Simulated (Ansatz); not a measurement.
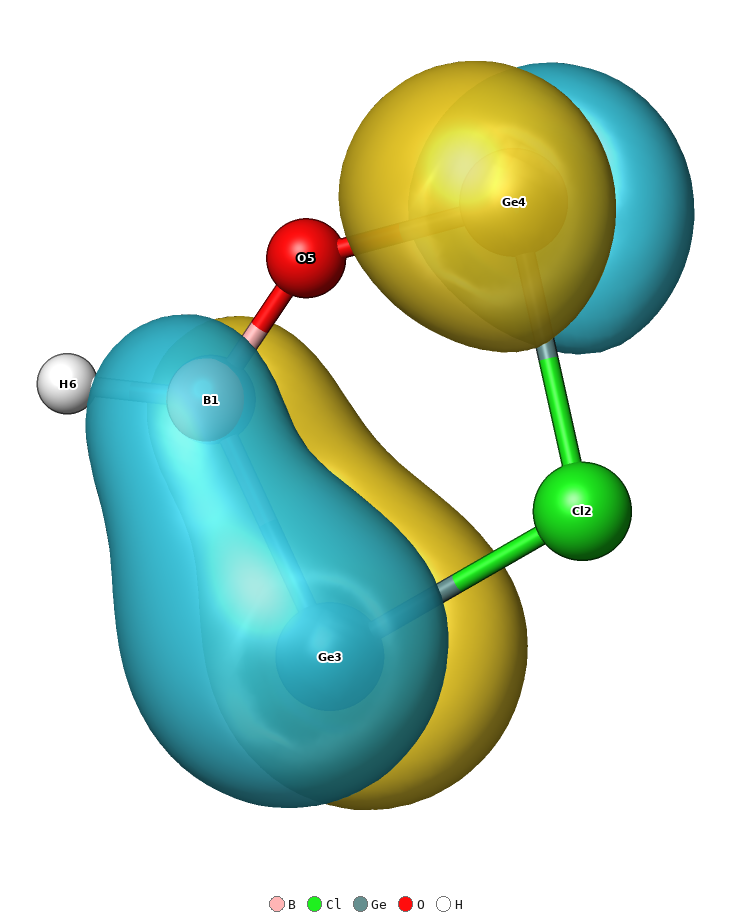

Figure. BClGe$_{2}$HO (charge +1). One frontier orbital at ±0.1 Å⁻³ᐟ² (yellow and cyan are the two phases), seen at a tilt.

Geometry: B3LYP-D3(BJ)/def2-SVP.

Method: isolated molecule in a Gaussian basis; Kohn-Sham density functional theory, functional PBE0 (Ansatz 0.2.0).

Input file:

```
crystal:
  periodic: [false, false, false]
  atoms:
    - {symbol: B, position_ang: [0.007382, 1.696690, 1.226858]}
    - {symbol: Cl, position_ang: [-2.897579, 2.960519, 1.795625]}
    - {symbol: Ge, position_ang: [-1.775174, 2.023475, -0.091719]}
    - {symbol: Ge, position_ang: [-1.248643, 2.828017, 3.646755]}
    - {symbol: O, position_ang: [-0.082193, 2.080432, 2.525979]}
    - {symbol: H, position_ang: [1.025045, 1.198504, 0.821224]}
basis:
  gaussian:
    orbitals: def2-TZVPD
hamiltonian:
  xc: pbe0
total_charge: 1
output: {forces: true, orbitals: {seedname: orbitals}}
```

Launched as:

```sh
ansatz run input.yaml --threads 2 --pin off --max-ram 4350MiB --events-out events.jsonl --progress --plain --runs-dir runs
```

Q: Which orbital is it: HOMO or LUMO?

A: The LUMO, at −8.40 eV. It lies mainly on Ge3 (about 50 %), Ge4 (about 30 %) and B1 (about 15 %); it changes sign across the molecular plane (π type).
